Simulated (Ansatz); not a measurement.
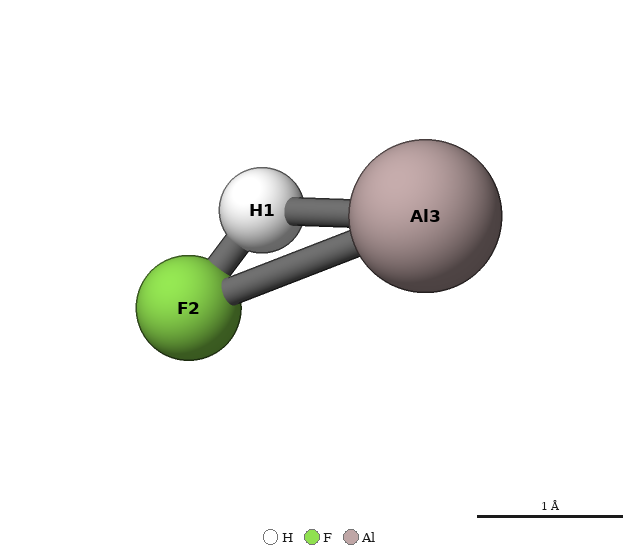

State: charge +1, singlet. Geometry: a fixed input geometry, not necessarily a minimum. Basis: pcseg-2. Computed at fixed atoms with Ansatz. R, U and RO name restricted, unrestricted and restricted open-shell orbitals; core potentials come with def2 and Stuttgart sets past Kr, some runs use density fitting (about 1 meV), and each entry rests on the lowest determinant that the runs found.

```xyz
3
charge 1, multiplicity 1
H     0.0000    0.0000    0.0000
F     0.0000    0.7362    0.4250
Al    0.0000   -1.2716    0.7342
```

Give total energies (hartree) for RHF; UHF.

```json
{"method": "RHF", "energy (Eh)": "-341.6191"}
{"method": "UHF", "energy (Eh)": "-341.6191"}
```
